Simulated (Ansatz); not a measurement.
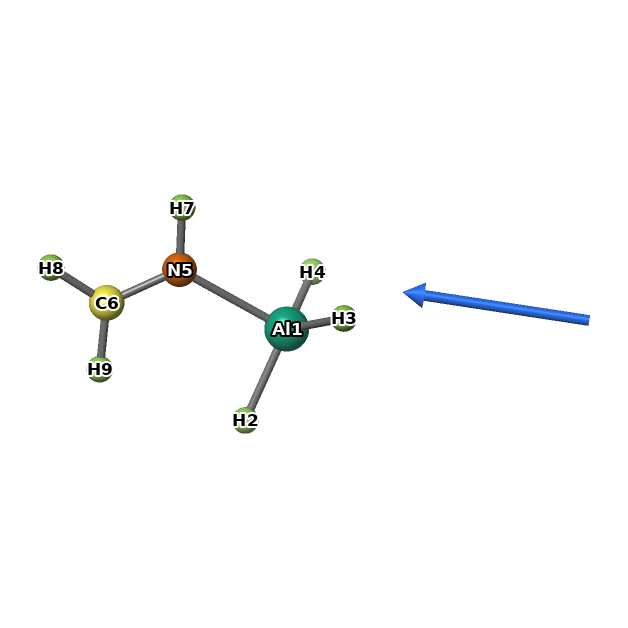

The arrow beside the molecule shows the direction of the dipole moment, from the negative to the positive end (its length means nothing). The geometry was computed by an optimisation with PBE0-D4/def2-TZVP. Method: RKS PBE0-D4/def2-SVP (Ansatz 0.2.0).

### How large is the dipole moment?

3.17 D; it points from the side of H3 to the side of H8 (the outermost atoms at the two ends).
